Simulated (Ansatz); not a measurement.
## Electronic structure of Cl$_{4}$FHW in real space

```xyz
7

W    -0.1609    0.0000   -0.1252
F    -0.1641    0.0000    1.7457
H     1.4433    0.0000    0.3184
Cl    0.3676    2.2219   -0.1430
Cl   -2.4652    0.0000    0.2069
Cl    0.3676   -2.2219   -0.1430
Cl   -0.0583    0.0000   -2.3998
```

Core potentials replace the inner electrons of W.

Method: RHF/def2-SVP (Ansatz).

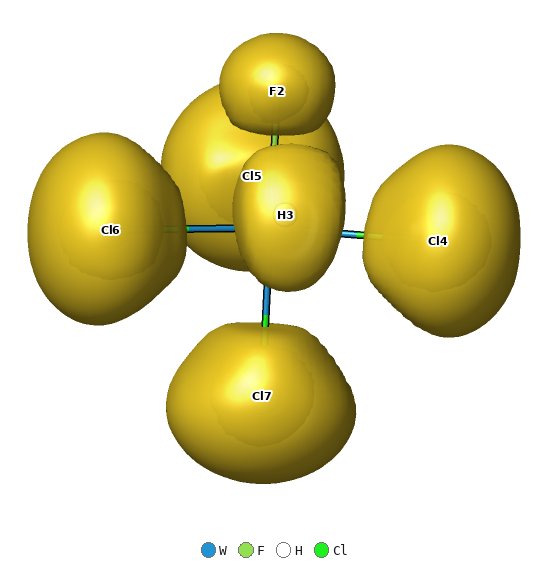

Figure 1. Isosurface of the ELF at 0.75 (yellow), seen at a tilt. Only the valence region is drawn (cores and ρ < 0.01 e/Å³ removed).

Identify the bonds, lone pairs and shells in this picture.

Answer. The ELF exceeds this value in one region around a hydrogen nucleus, four regions wrapped around Cl (the valence shell of each) and one region wrapped around F (its valence shell).


W–F (1.87 Å): the ELF peaks at about 0.85 in the valence shell of F, 0.5 Å from its nucleus, and drops to about 0.25 between the two atoms. W–Cl (2.28 Å): the ELF peaks at about 0.85 in the valence shell of Cl, 0.9 Å from its nucleus, and is about 0.40 at the midpoint.

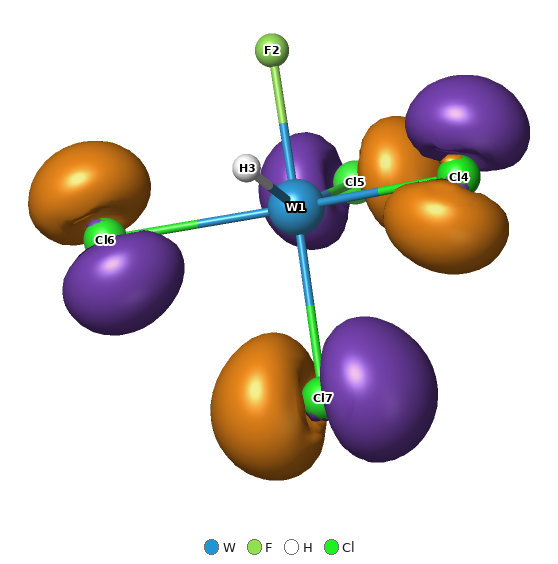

Figure 2. The HOMO−1 at ±0.15 Å⁻³ᐟ² (orange and purple are the two phases), seen at a tilt.

What is the character of this orbital?

Answer. It lies mainly on Cl7 (about 40 %), Cl4 (about 20 %), Cl6 (about 20 %) and Cl5 (about 15 %); largely a combination of lone pairs on Cl7, Cl4, Cl6 and Cl5. Its energy is −12.88 eV.

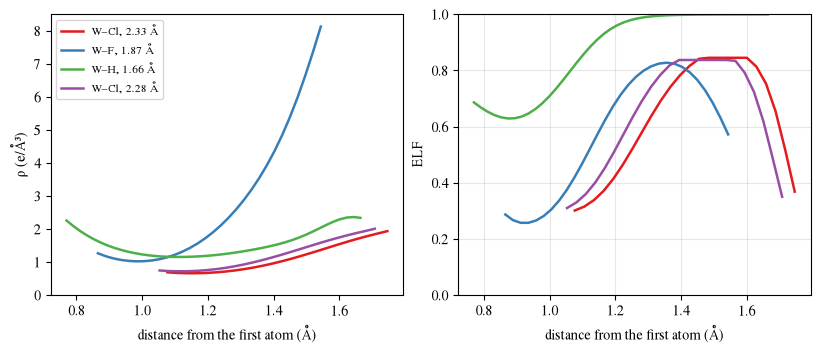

Figure 3. Electron density and ELF along straight lines between neighbouring atoms. The curves leave out the atomic cores.

What can be read from the curves?

Answer. W–Cl (2.33 Å): the density is about 0.66 e/Å³ at the midpoint; the ELF peaks at about 0.85 in the valence shell of Cl, 0.8 Å from its nucleus, and is about 0.35 at the midpoint.
W–F (1.87 Å): the density is about 1.1 e/Å³ at the midpoint; the ELF peaks at about 0.85 in the valence shell of F, 0.5 Å from its nucleus, and drops to about 0.25 between the two atoms.
W–H (1.66 Å): the density is about 1.8 e/Å³ at the midpoint; the ELF climbs to about 1 towards the hydrogen.
W–Cl (2.28 Å): ρ at the midpoint is about 0.72 e/Å³; the ELF peaks at about 0.85 in the valence shell of Cl, 0.9 Å from its nucleus, and is about 0.40 at the midpoint.
